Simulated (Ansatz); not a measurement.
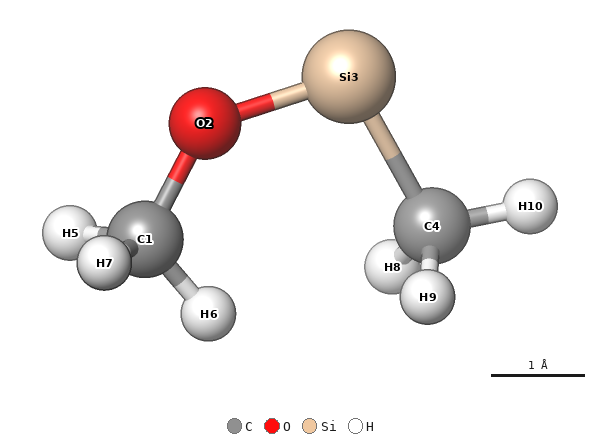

The input geometry of the first run (ball-and-stick view, seen at a tilt; atoms are numbered from 1 in the order of the input). Bond lengths as drawn: C–H 1.09 to 1.10 Å, C–O 1.41 Å, C–Si 1.91 Å and O–Si 1.65 Å.

# What a change does: single-point calculation on C₂H₆OSi

System: C₂H₆OSi.
Method of the first run: RKS PBE-QIDH (frozen core)/def2-TZVPP (Ansatz 0.2.0).

The geometry comes from this level: PBE0-D4/def2-TZVP. Text and figures count atoms from 1; the logs count them from 0 in places.

Input, the first run:
```yaml
crystal:
  periodic: [false, false, false]
  atoms:
    - {symbol: C, position_ang: [-0.453829, 1.262722, -0.782506]}
    - {symbol: O, position_ang: [0.892924, 1.066726, -0.423503]}
    - {symbol: Si, position_ang: [1.695129, -0.124415, 0.380430]}
    - {symbol: C, position_ang: [0.308438, -1.365034, 0.803308]}
    - {symbol: H, position_ang: [-0.527210, 1.344835, -1.869842]}
    - {symbol: H, position_ang: [-1.097236, 0.445711, -0.445329]}
    - {symbol: H, position_ang: [-0.809578, 2.197605, -0.342366]}
    - {symbol: H, position_ang: [-0.184370, -1.751168, -0.097221]}
    - {symbol: H, position_ang: [-0.467580, -0.912372, 1.432492]}
    - {symbol: H, position_ang: [0.726312, -2.215810, 1.347437]}
basis:
  gaussian: {orbitals: def2-TZVPP}
hamiltonian: {xc: {name: PBE-QIDH}}
```

Hardware: 2 CPU threads, shared host.

Output (the first run):
```
Functional definition: PBE-QIDH
  parameter a = 3^(-1/3)
  parameter c = 1/3
  exchange = (1 - a)*pbe_x + a*exact_x
  correlation = (1 - c)*pbe_c + c*(mp2_os + mp2_ss)
1278 factors; integrals over basis functions are off by at most 1.0e-3 eV
mean field evaluation 1: about -12074.7948 eV, gradient 4.8e1 eV
mean field evaluation 2: about -12074.9469 eV, gradient 4.9e1 eV
mean field evaluation 4: about -12079.8466 eV, gradient 6.4e0 eV
mean field evaluation 8: about -12079.9361 eV, gradient 4.0e-1 eV
mean field evaluation 16: about -12079.9366 eV, gradient 1.3e-4 eV
mean field -12079.93656822 eV, -443.9294808070 hartree, gradient 5.7e-6 eV, S^2 0.000000; 0 other end points of the search recorded, 0 dependent functions left out
8 core orbitals not correlated: weight in the atoms' cores, before any rotation towards them, 1.000 or more for the frozen orbitals, at most 0.000 for the correlated occupied ones
reference -12079.93658046 eV, -443.9294812569 hartree; 12, 12 occupied and 199, 199 virtual orbitals, 1278 factors
second order -21.27595616 eV of doubles, -0.00000000 eV of singles
Total energy: -12087.02856585 eV, -444.1901069127 hartree
```

The input of the second run differs as follows (lines with − go, lines with + come):
```diff
-hamiltonian: {xc: {name: PBE-QIDH}}
+hamiltonian: {xc: {name: B2PLYP}}
```

What does this change do to the results?

The total energies belong to different methods, so their difference says nothing on which is more stable or more accurate. The functional changes from PBE-QIDH to B2PLYP.

Output (the second run):
```
Functional definition: B2PLYP
  parameter a = 0.53
  parameter c = 0.27
  exchange = (1 - a)*b88_x + a*exact_x
  correlation = (1 - c)*lyp_c + c*(mp2_os + mp2_ss)
1278 factors; integrals over basis functions are off by at most 1.0e-3 eV
mean field evaluation 1: about -12078.3917 eV, gradient 5.8e1 eV
mean field evaluation 2: about -12078.5082 eV, gradient 5.8e1 eV
mean field evaluation 4: about -12085.2277 eV, gradient 1.0e1 eV
mean field evaluation 8: about -12085.4264 eV, gradient 4.9e-1 eV
mean field evaluation 16: about -12085.4270 eV, gradient 1.1e-4 eV
mean field -12085.42698999 eV, -444.1312500856 hartree, gradient 4.1e-6 eV, S^2 0.000000; 0 other end points of the search recorded, 0 dependent functions left out
8 core orbitals not correlated: weight in the atoms' cores, before any rotation towards them, 1.000 or more for the frozen orbitals, at most 0.000 for the correlated occupied ones
reference -12085.42715965 eV, -444.1312563206 hartree; 12, 12 occupied and 199, 199 virtual orbitals, 1278 factors
second order -22.93110477 eV of doubles, -0.00000000 eV of singles
Total energy: -12091.61855794 eV, -444.3587860109 hartree
```

The two runs side by side:

```tsv
quantity	the first run	the second run
outcome	converged	converged
total energy (hartree)	−444.190107	−444.358786
basis functions	219	219
wall time (shared host)	7.5 s	7 s
```
